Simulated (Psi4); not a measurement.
# BNH3F3 (SMILES [NH3+][B-](F)(F)F) at BLYP/cc-pVDZ

What is the energy change on altering one bond length of BNH3F3 at BLYP/cc-pVDZ? 

The calculation is run with Psi4 1.11.

2 further runs of the same task are left out: 2 set aside as unsound or not needed.

**1. Starting point**

The species is BNH3F3 (8 atoms), meant as a singlet with charge 0. SMILES: `[NH3+][B-](F)(F)F`. Geometry: relaxed at PBE0-D4/def2-TZVP.

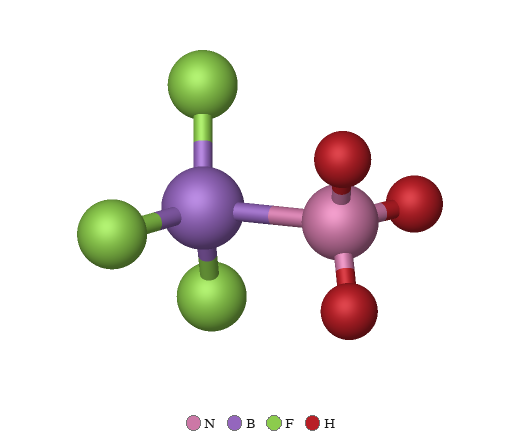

The structure, seen from a chosen angle (nitrogen pink, boron purple, fluorine green, hydrogen red).

**2. Energy and gradient at BLYP/cc-pVDZ**

Input file input.json:

```json
{
  "schema_name": "qcschema_input",
  "schema_version": 1,
  "molecule": {
    "schema_name": "qcschema_molecule",
    "schema_version": 2,
    "symbols": ["N", "B", "F", "F", "F", "H", "H", "H"],
    "geometry": [-0.94826457, -0.09902165, 1.22019616, 1.00438944, 0.0731324, -1.26252602, 2.87446241, -1.62592036, -0.71450545, -0.47507715, -0.58978352, -3.27659613, 1.78314557, 2.5384691, -1.28387993, -2.41941636, 1.10983615, 0.98643704, -0.01190527, 0.3677407, 2.82835309, -1.63329029, -1.88235619, 1.39707452],
    "molecular_charge": 0,
    "molecular_multiplicity": 1,
    "fix_symmetry": "c1",
    "fix_com": true,
    "fix_orientation": true
  },
  "driver": "gradient",
  "model": {
    "method": "blyp",
    "basis": "cc-pVDZ"
  },
  "keywords": {
    "reference": "rks",
    "puream": true,
    "e_convergence": 1e-09,
    "d_convergence": 1e-08,
    "scf_type": "pk",
    "dft_radial_points": 99,
    "dft_spherical_points": 590
  }
}
```

Started as:

```bash
psi4 --qcschema input.json -n 1 --memory 1600MB
```

stdout:

```text
[...]
  Running in c1 symmetry.
[...]
  Nuclear repulsion =  191.439123136867011
[...]
  Multiplicity = 1
[...]
  Nalpha       = 21
  Nbeta        = 21
[...]
    Number of basis functions: 85
[...]
   @RKS iter   1:  -380.76815958641305   -2.34475e-01   1.09699e-02 DIIS/ADIIS
[...]
   @RKS iter  11:  -381.08830561663387   -3.06954e-12   3.42766e-09 DIIS
[...]
    Orbital Energies [Eh]
    ---------------------
    Doubly Occupied:
       1A    -24.245633     2A    -24.245600     3A    -24.245588
       4A    -14.111430     5A     -6.624014     6A     -1.066588
       7A     -1.025356     8A     -1.025330     9A     -0.878560
      10A     -0.512063    11A     -0.512050    12A     -0.479865
      13A     -0.421584    14A     -0.402107    15A     -0.402095
      16A     -0.314079    17A     -0.314078    18A     -0.292592
      19A     -0.292577    20A     -0.292016    21A     -0.269261
[...]
  @RKS Final Energy:  -381.08830561663387
   => Energetics <=
    Nuclear Repulsion Energy =            191.4391231368670105
    One-Electron Energy =                -909.7970018106690304
    Two-Electron Energy =                 380.8846778462232123
    DFT Exchange-Correlation Energy =     -43.6151047890550458
    Empirical Dispersion Energy =           0.0000000000000000
    VV10 Nonlocal Energy =                  0.0000000000000000
    Total Energy =                       -381.0883056166338747
[...]
 Multipole Moments:
 ------------------------------------------------------------------------------------
     Multipole            Electronic (a.u.)      Nuclear  (a.u.)        Total (a.u.)
 ------------------------------------------------------------------------------------
 L = 1.  Multiply by 2.5417464519 to convert [e a0] to [Debye]
 Dipole X            :        -33.4369362           31.9622608           -1.4746755
 Dipole Y            :         -2.3028115            2.1726181           -0.1301934
 Dipole Z            :         41.9095664          -40.0342259            1.8753405
 Magnitude           :                                                    2.3892510
[...]
  -Total Gradient:
     Atom            X                  Y                   Z
    ------   -----------------  -----------------  -----------------
       1       -0.003624738348    -0.000270931252     0.004518968211
       2        0.000378467603    -0.000000952260    -0.000427481232
       3       -0.013929318813     0.013281991246    -0.005080714689
       4        0.012103100739     0.005205386351     0.014845461364
       5       -0.005444341285    -0.019083034465    -0.000644659137
       6        0.010443896651    -0.007830157392     0.000483785476
       7       -0.005264805609    -0.002960360256    -0.011513065149
       8        0.005282393117     0.011668934082    -0.002201829939
[...]
```

The result, in JSON:

```text
{
 "driver": "gradient",
 "model": {
  "method": "blyp",
  "basis": "cc-pVDZ"
 },
 "success": true,
 "return_result": [-0.0036247383482970047, -0.0002709312524269078, 0.004518968210606683, 0.00037846760324159595, -9.522595976014722e-07, -0.0004274812320546606, -0.01392931881340842, 0.013281991245583186, -0.0050807146886857335, 0.012103100738940692, 0.005205386350730659, 0.014845461363542423, -0.005444341285379947, -0.019083034464935866, -0.0006446591373544029, 0.01044389665089035, -0.007830157392371778, 0.0004837854764382643, -0.0052648056090517925, -0.002960360255561567, -0.011513065149103663, 0.005282393117490028, 0.011668934082198934, -0.002201829939260526],
 "properties": {
  "calcinfo_nbasis": 85,
  "calcinfo_nmo": 85,
  "calcinfo_nalpha": 21,
  "calcinfo_nbeta": 21,
  "calcinfo_natom": 8,
  "nuclear_repulsion_energy": 191.439123136867,
  "return_energy": -381.0883056166339,
  "return_gradient": [-0.0036247383482970047, -0.0002709312524269078, 0.004518968210606683, 0.00037846760324159595, -9.522595976014722e-07, -0.0004274812320546606, -0.01392931881340842, 0.013281991245583186, -0.0050807146886857335, 0.012103100738940692, 0.005205386350730659, 0.014845461363542423, -0.005444341285379947, -0.019083034464935866, -0.0006446591373544029, 0.01044389665089035, -0.007830157392371778, 0.0004837854764382643, -0.0052648056090517925, -0.002960360255561567, -0.011513065149103663, 0.005282393117490028, 0.011668934082198934, -0.002201829939260526],
  "scf_one_electron_energy": -909.797001810669,
  "scf_two_electron_energy": 380.8846778462232,
  "scf_xc_energy": -43.615104789055046,
  "scf_dipole_moment": [-1.4746754579234498, -0.13019341082909097, 1.8753405247068216],
  "scf_total_energy": -381.0883056166339,
  "scf_total_gradient": [-0.0036247383482970047, -0.0002709312524269078, 0.004518968210606683, 0.00037846760324159595, -9.522595976014722e-07, -0.0004274812320546606, -0.01392931881340842, 0.013281991245583186, -0.0050807146886857335, 0.012103100738940692, 0.005205386350730659, 0.014845461363542423, -0.005444341285379947, -0.019083034464935866, -0.0006446591373544029, 0.01044389665089035, -0.007830157392371778, 0.0004837854764382643, -0.0052648056090517925, -0.002960360255561567, -0.011513065149103663, 0.005282393117490028, 0.011668934082198934, -0.002201829939260526],
  "scf_iterations": 11
 }
}
```

Wall time 15 s (1 thread of Intel Xeon 6975P-C (Granite Rapids), shared host); peak memory 0.81 GiB.

**3. The distorted shape**

Input file input.inp:

```
memory 1600 mb

molecule {
  0 1
  N     -1.69730854    -0.47240885    -0.06625380
  B      0.25534546    -0.30025480    -2.54897598
  F      2.12541844    -1.99930756    -2.00095540
  F     -1.22412112    -0.96317073    -4.56304608
  F      1.03410160     2.16508190    -2.57032989
  H     -3.16846033     0.73644895    -0.30001292
  H     -0.01190527     0.36774070     2.82835309
  H     -2.38233426    -2.25574340     0.11062457
  units bohr
  symmetry c1
}

set {
  basis cc-pVDZ
  puream true
  e_convergence 1e-09
  d_convergence 1e-08
  scf_type pk
  dft_radial_points 99
  dft_spherical_points 590
}

result, w = gradient("blyp", return_wfn=True)
oeprop(w, "WIBERG_LOWDIN_INDICES", "QUADRUPOLE", "MULLIKEN_CHARGES", title="BLYP")
```

Started as:

```bash
psi4 -n 1 input.inp input.out
```

input.out:

```text
[...]
  Running in c1 symmetry.
[...]
  Nuclear repulsion =  188.594261840733026
[...]
  Multiplicity = 1
[...]
  Nalpha       = 21
  Nbeta        = 21
[...]
    Number of basis functions: 85
[...]
   @RKS iter   1:  -380.48817035182935   -1.68726e-01   1.18966e-02 DIIS/ADIIS
[...]
   @RKS iter  13:  -380.96395718904540   -4.83169e-12   3.71145e-09 DIIS
[...]
    Orbital Energies [Eh]
    ---------------------
    Doubly Occupied:
       1A    -24.262522     2A    -24.241576     3A    -24.241537
       4A    -14.128257     5A     -6.624310     6A     -1.069874
       7A     -1.031035     8A     -1.021352     9A     -0.836717
      10A     -0.500579    11A     -0.476729    12A     -0.428282
      13A     -0.412239    14A     -0.400770    15A     -0.374708
      16A     -0.317988    17A     -0.315860    18A     -0.297154
      19A     -0.289486    20A     -0.287706    21A     -0.269888
[...]
  @RKS Final Energy:  -380.96395718904540
   => Energetics <=
    Nuclear Repulsion Energy =            188.5942618407330258
    One-Electron Energy =                -904.2665475828943045
    Two-Electron Energy =                 378.1456372874139333
    DFT Exchange-Correlation Energy =     -43.4373087342980284
    Empirical Dispersion Energy =           0.0000000000000000
    VV10 Nonlocal Energy =                  0.0000000000000000
    Total Energy =                       -380.9639571890454022
[...]
  -Total Gradient:
     Atom            X                  Y                   Z
    ------   -----------------  -----------------  -----------------
       1       -0.046786524676    -0.017418741392    -0.037789656608
       2       -0.011690747681    -0.005478493540    -0.017281694536
       3       -0.013234262229     0.013797921028    -0.001447087444
       4        0.018344482076     0.006548434896     0.012663079095
       5       -0.004820848223    -0.018296717219     0.002945312739
       6        0.012237189943    -0.013406854904    -0.008821149630
       7        0.041235351231     0.019403885305     0.062426511973
       8        0.004772397604     0.014863388509    -0.012706004477
[...]
 Multipole Moments:
 ------------------------------------------------------------------------------------
     Multipole            Electronic (a.u.)      Nuclear  (a.u.)        Total (a.u.)
 ------------------------------------------------------------------------------------
 L = 1.  Multiply by 2.5417464519 to convert [e a0] to [Debye]
 Dipole X            :          2.4226254           -3.7901089           -1.3674835
 Dipole Y            :          0.0757366           -0.1799920           -0.1042553
 Dipole Z            :         -4.0849317            5.9437046            1.8587729
 Magnitude           :                                                    2.3099604
 L = 2.  Multiply by 1.3450342976 to convert [e a0^2] to [Debye ang]
 Quadrupole XX       :       -118.7622706          100.2787121          -18.4835586
 Quadrupole XY       :         -0.7712158            1.1905118            0.4192960
[...]
  Mulliken Charges: (a.u.)
   Center  Symbol    Alpha    Beta     Spin     Total
       1     N     3.50317  3.50317  0.00000 -0.00635
       2     B     2.48848  2.48848  0.00000  0.02304
       3     F     4.57935  4.57935  0.00000 -0.15871
       4     F     4.56776  4.56776  0.00000 -0.13553
       5     F     4.57939  4.57939  0.00000 -0.15877
       6     H     0.43674  0.43674  0.00000  0.12652
       7     H     0.40837  0.40837  0.00000  0.18325
       8     H     0.43673  0.43673  0.00000  0.12654
   Total alpha = 21.00000, Total beta = 21.00000, Total charge = -0.00000
[...]
```

It took 17 s on 1 thread of Intel Xeon 6975P-C (Granite Rapids), shared host; peak memory 0.81 GiB.

**4. Results**

At BLYP/cc-pVDZ:

| quantity | value |
| --- | --- |
| first shape: total energy | -381.08831 Eh |
| first shape: dipole moment | 6.07 D |
| first shape: HOMO energy | -7.33 eV |
| first shape: LUMO energy | -0.50 eV |
| first shape: HOMO–LUMO gap | 6.82 eV |
| first shape: largest force on an atom | 1.024 eV/Å |
| distorted shape: total energy | -380.96396 Eh |
| distorted shape: dipole moment | 5.87 D |
| distorted shape: HOMO energy | -7.34 eV |
| distorted shape: LUMO energy | -5.32 eV |
| distorted shape: HOMO–LUMO gap | 2.02 eV |
| distorted shape: largest force on an atom | 3.974 eV/Å |
| energy change with the N1–H7 bond stretched from 1.015 to 1.827 Å | 3.384 eV |

**Reading.** With the N1–H7 bond stretched from 1.015 to 1.827 Å the energy rises by 3.38 eV (78 kcal/mol). The first shape isn't relaxed at this level, so the change isn't measured from a minimum. The largest force (first shape) is 1.02 eV/Å: the shape isn't a stationary point for this species at this level. Mulliken charges (distorted shape) run from -0.16 on F5 to +0.18 on H7; they depend strongly on the basis.
